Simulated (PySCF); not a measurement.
Vertical excitations of a molecule C3H7NSi from TDA-M06-2X/def2-SVPD (PySCF), as energy in eV (oscillator strength): 4.24 (0.000), 5.67 (0.002), 6.46 (0.001), 6.52 (0.013), 7.02 (0.026), 7.38 (0.001), 7.46 (0.072), 7.68 (0.120), 7.83 (0.044), 7.98 (0.010). Lowest triplet (TDA): 3.52 eV. Geometry optimised at PBE0-D3(BJ)/def2-SVP. One conformer was computed; it need not be the lowest.

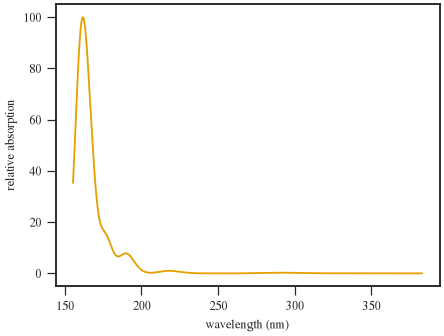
The lines broadened by 0.4 eV.

Question: Pick the molecule that these values belong to.
A. [SiH3]N1C=CC1
B. NCC#C[SiH3]
C. C1=C[SiH2]NC1
D. CC1=NC[SiH2]1

Answer: D, CC1=NC[SiH2]1
